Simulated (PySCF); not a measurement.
## A study: GeHMe2Cl (C$_{2}$H$_{7}$ClGe)

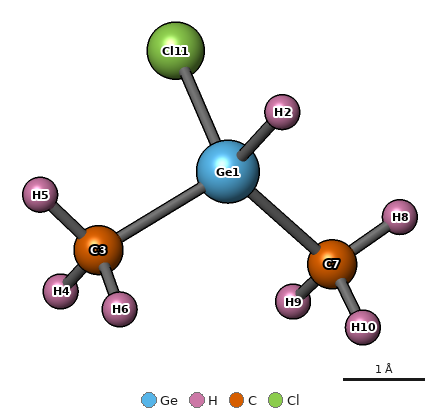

The molecule, with its atoms numbered as below. No frequency check shows the geometry to be a minimum.

Geometry (Å), atoms numbered from 1:

```
Ge1     -0.2887    0.0000   -0.3118
H2      -0.3399   -0.0010   -1.8350
C3      -1.0884   -1.6571    0.4249
H4      -1.0353   -1.6394    1.5106
H5      -0.5512   -2.5331    0.0726
H6      -2.1290   -1.7502    0.1323
C7      -1.0869    1.6579    0.4245
H8      -0.5875    2.5360    0.0247
H9      -0.9779    1.6689    1.5063
H10     -2.1431    1.7230    0.1844
Cl11     1.7679   -0.0005    0.1932
```

## 1. Bonding charge

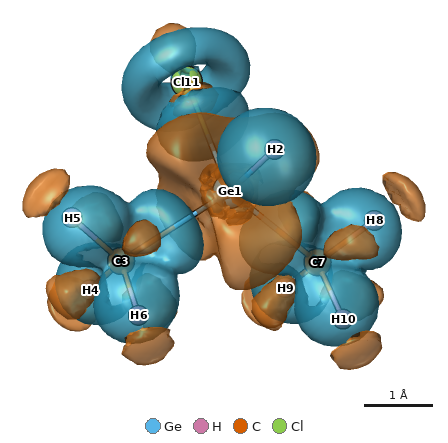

Deformation density (molecule less spherical, spin-averaged free atoms at the same positions), surfaces at ±0.04 e/Å³; light blue: gain, orange: loss.

Method: TPSSh/def2-TZVP; geometry: GFN2-xTB; program: PySCF.

> Describe the bonding that the map shows.

C3–H5 and C7–H8: +0.69 e/Å³ at the bond critical point (bond length 1.09 Å, Mayer order 1.0). C3–H4: +0.68 e/Å³ at the bond critical point (bond length 1.09 Å, Mayer order 0.9). C7–H9: +0.68 e/Å³ at the bond critical point (bond length 1.09 Å, Mayer order 0.9). C3–H6: +0.68 e/Å³ at the bond critical point (bond length 1.08 Å, Mayer order 0.9). C7–H10: +0.68 e/Å³ at the bond critical point (bond length 1.08 Å, Mayer order 0.9). Ge1–H2: +0.26 e/Å³ at the bond critical point (bond length 1.52 Å, Mayer order 0.9). Ge1–C7 and Ge1–C3: +0.20 e/Å³ at the bond critical point (bond length 1.98 Å, Mayer order 0.9). Ge1–Cl11: +0.06 e/Å³ at the bond critical point (bond length 2.12 Å, Mayer order 1.0). In all, 2.3 electrons gather in the regions of gain relative to the promolecule. A small or negative value marks a very polar bond, one between electron-rich atoms, whose free-atom densities already overlap strongly, a long bond to a heavier atom, or a closed-shell contact such as a hydrogen bond.

## 2. Bond critical points

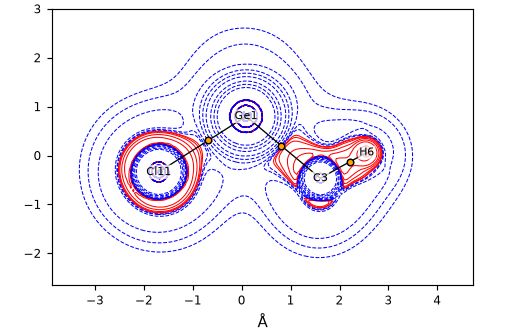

Negative Laplacian of the density (−∇²ρ) in the plane of Ge1, C3, H6 and Cl11 (solid red lines positive, dashed blue lines negative, contours at ±0.02 to ±8 a.u.), with bond paths and bond critical points (dots).

> Sort the bonds in the plane by the sign of ∇²ρ at their critical points.

Concentrated (∇²ρ < 0): C3–H6 (−0.95 a.u.). Depleted (∇²ρ > 0): Ge1–C3 (+0.07 a.u., H = −0.061); Ge1–Cl11 (+0.22 a.u., H = −0.047). A positive Laplacian with clearly negative H marks a strongly polar covalent bond, whose critical point lies close to the core of the less electronegative atom.

> Where along C3–H6 does the critical point lie?

0.69 Å from C3 and 0.39 Å from H6.

## 3. Local ionisation energy

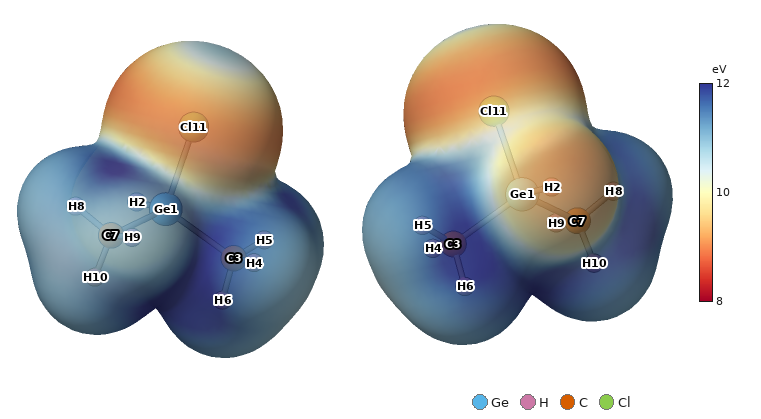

Average local ionisation energy on the surface of electron density 0.001 a.u. (back view left, front view right).

> Where are the most loosely bound electrons on this surface?

The lowest value is 9.0 eV, 2.1 Å from Cl11, and at like points elsewhere. Further minima include 9.0 eV, 2.1 Å from Cl11; 9.2 eV, 1.5 Å from H2; 10.6 eV, near H4 (1.76 Å), H5 (1.89 Å), C3 (1.96 Å) and H6 (1.98 Å), and at like points elsewhere. For comparison, the highest occupied orbital lies at −7.6 eV.

## 4. Excited states

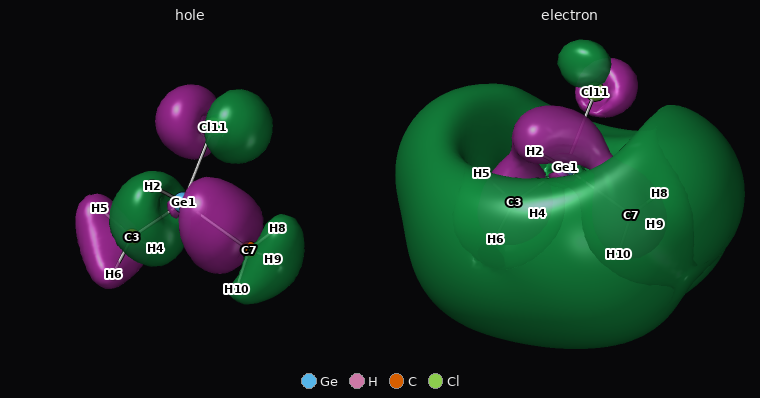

Leading natural transition orbital pair of T₃ (TDA triplet states); the surfaces enclose about 78 % of each orbital's density.

Computed with PySCF, CAM-B3LYP/def2-SVPD, geometry: GFN2-xTB.

> Where does the state lie, and where do hole and electron sit?

7.70 eV (161 nm), spin-forbidden from the singlet ground state, diffuse (Rydberg-like) orbital; the leading pair carries 88 %; hole on Cl11 (23 %), Ge1 (21 %) and C3 and C7 (20 % each), electron on Ge1 (20 %), H6 and H10 (10 % each) and C3 and C7 (10 % each) (atom shares of so diffuse an orbital are rough); their centroids lie 0.9 Å apart. In canonical orbitals it is mainly HOMO → LUMO (72 %). The HOMO–LUMO gap is 10.69 eV.
